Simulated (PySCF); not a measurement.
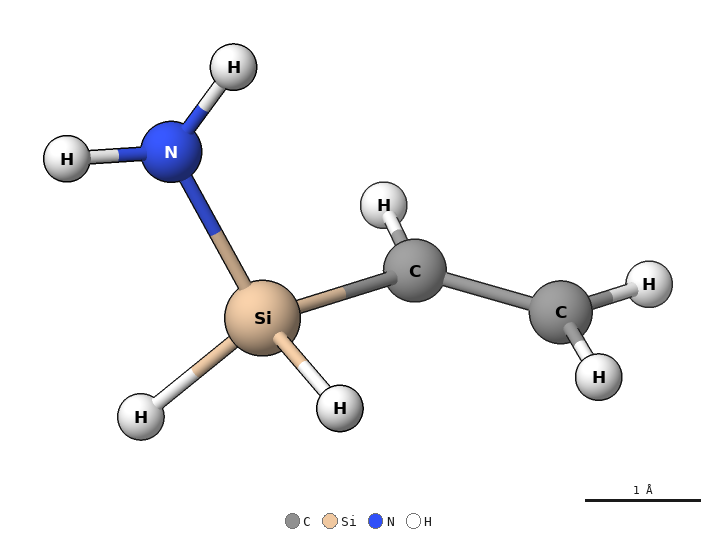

Rendered structure (ball-and-stick style). Every bond is drawn as one stick, whatever its order.

Computed geometry: PBE0-D3(BJ)/def2-SVP optimisation. No frequency run is at hand to confirm it as a minimum.

What does the picture show?

The molecule is C₂H₇NSi. Its SMILES string is `C=C[SiH2]N`. It has no ring. Among its groups: alkene, Si–H bond, Si–N bond. The point group is C1. Coordination, clear cases only: 2 C trigonal planar; 1 Si tetrahedral.

The parts below concern this one geometry. Atoms keep their numbers from picture to picture.

## Shape

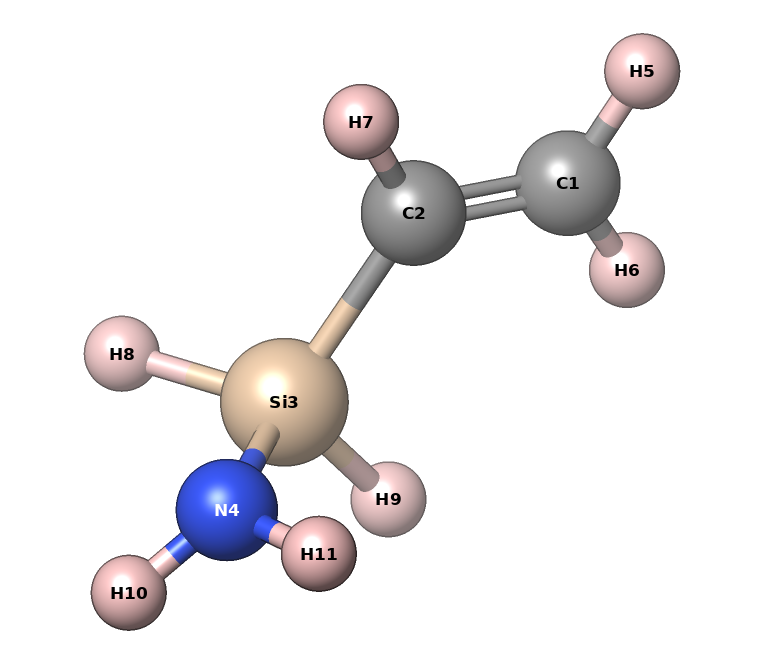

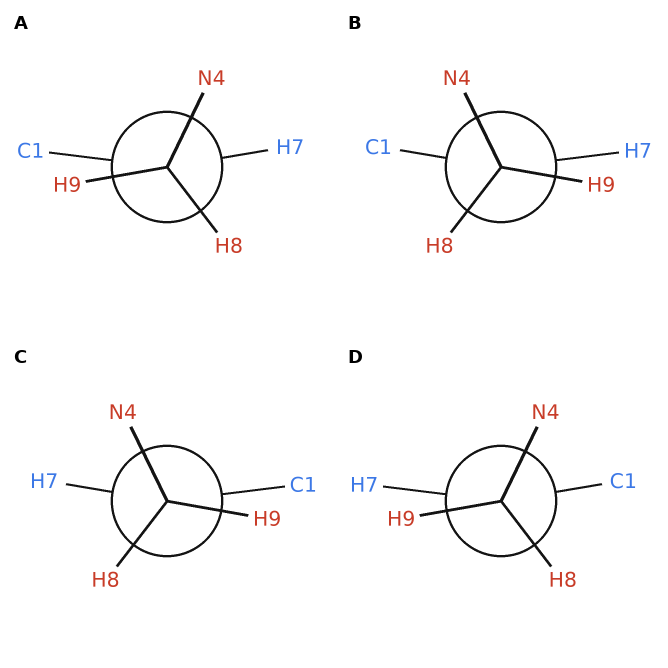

Depth is shown by fading: the farther an atom, the more it takes the colour of the background. Bonds that would overlap in a projection are set slightly apart. No frequency run is at hand to confirm it as a minimum.

Which Newman projection shows the view along Si3–C2, with Si3 in front?

C. The torsion angle N4–Si3–C2–C1 is 125°, anticlinal.

## Electronic properties

No frequency run is at hand to confirm it as a minimum. Properties computed with PBE0/aug-cc-pVDZ, gas phase (PySCF 2.14.0). Excitations: vertical, linear response.

Give the lowest vertical singlet excitation at this level.

5.50 eV.

Give the dipole moment at this level.

0.94 D.

Give the HOMO–LUMO gap at this level.

6.72 eV.

Give the brightest of the 10 lowest singlets at this level.

6.84 eV.

## Polarisability

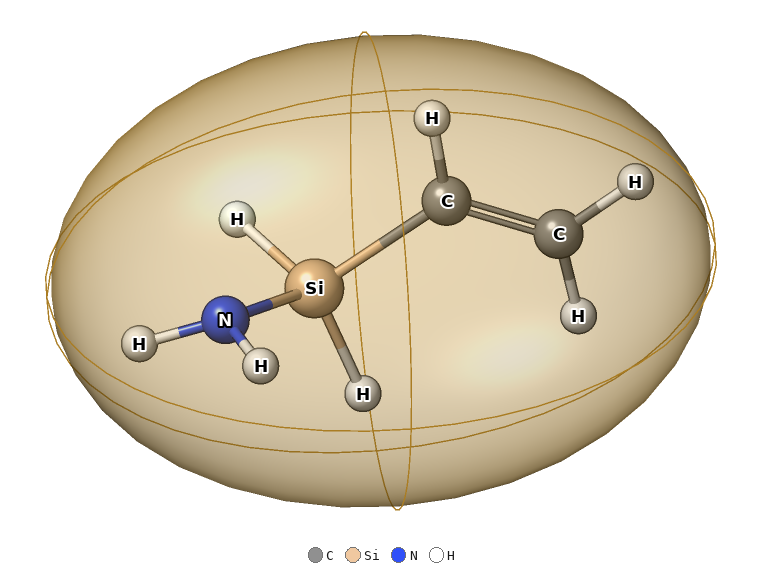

The ellipsoid shows the static dipole polarisability: its half-axes are proportional to the principal values. No frequency run is at hand to confirm it as a minimum. Method: PBE0/aug-cc-pVDZ (PySCF 2.14.0).

How large and how anisotropic is the polarisability?

Principal values 53.2, 58.4, 78.6 bohr³; mean 63.4 bohr³ (9.40 Å³); anisotropy 23.2 bohr³, so the longest axis is 1.48 times the shortest.

## Core levels

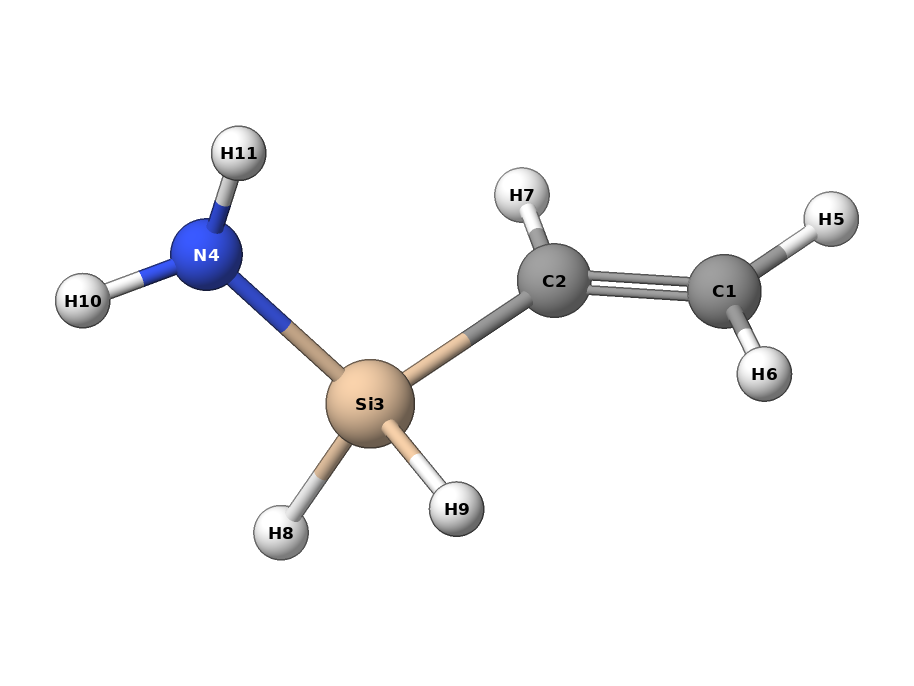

No frequency run is at hand to confirm it as a minimum. Level of theory: delta-SCF UKS SCAN, pcX-1 on the ionised atom, pcseg-1 elsewhere, spin-free X2C (PySCF 2.14.0).

Give the core-electron binding energies (to vacuum; p and d levels without spin–orbit splitting) of C1 1s, C2 1s, Si3 1s, Si3 2p, N4 1s.

```
atom  level  binding energy (eV)
  C1     1s                290.5
  C2     1s                290.1
 Si3     1s               1846.7
 Si3     2p                107.1
  N4     1s                404.6
```
